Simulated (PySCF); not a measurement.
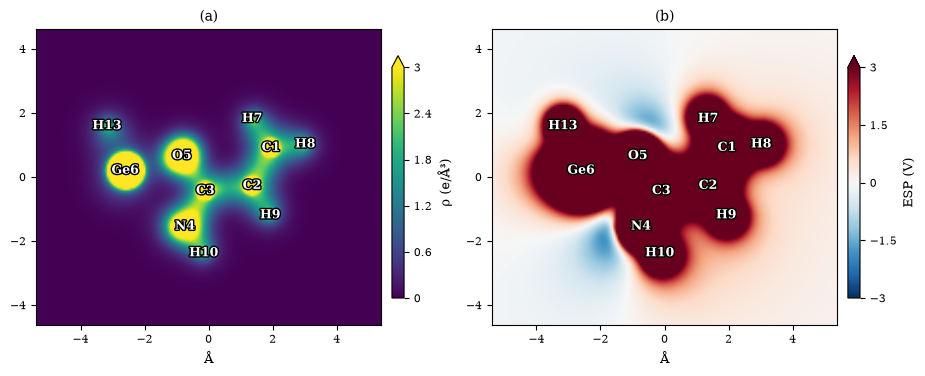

Figure. C3H7GeNO (SMILES [H]/N=C(\C=C)[O][GeH3]). (a) total electron density; (b) electrostatic potential on the plane of atoms C2, C3 and O5.

Geometry: GFN2-xTB.

The calculation used PySCF, wB97X-D/def2-SVPD, SCF density, gas phase.

| atom | x (Å) | y (Å) | z (Å) |
| --- | --- | --- | --- |
| C | -2.2683 | 0.6925 | -0.4763 |
| C | -1.6310 | -0.3203 | 0.0938 |
| C | -0.1725 | -0.3557 | 0.2482 |
| N | 0.4981 | -1.2991 | 0.7867 |
| O | 0.5119 | 0.6728 | -0.2063 |
| Ge | 2.2891 | 0.3977 | 0.0988 |
| H | -1.7230 | 1.5417 | -0.8532 |
| H | -3.3396 | 0.7079 | -0.5842 |
| H | -2.1606 | -1.1815 | 0.4799 |
| H | -0.0483 | -2.0828 | 1.1290 |
| H | 2.5175 | 0.3406 | 1.5684 |
| H | 2.7265 | -0.7915 | -0.6817 |
| H | 2.7959 | 1.6782 | -0.4995 |

**Interpret the plot.**

Atoms in the plane: C, N, O, Ge and H. C–N (1.28 Å): the density is about 2.8 e/Å³ at the midpoint. C–O (1.32 Å): the density is about 2.6 e/Å³ at the midpoint. C–C (1.33 Å): the density is about 2.3 e/Å³ at the midpoint. Ge–O (1.82 Å): ρ at the midpoint is about 0.86 e/Å³. N–H (1.01 Å): ρ is about 2.8 e/Å³ halfway. Outside the dense part of the molecule the potential is most negative (−1.8 V) near N4.
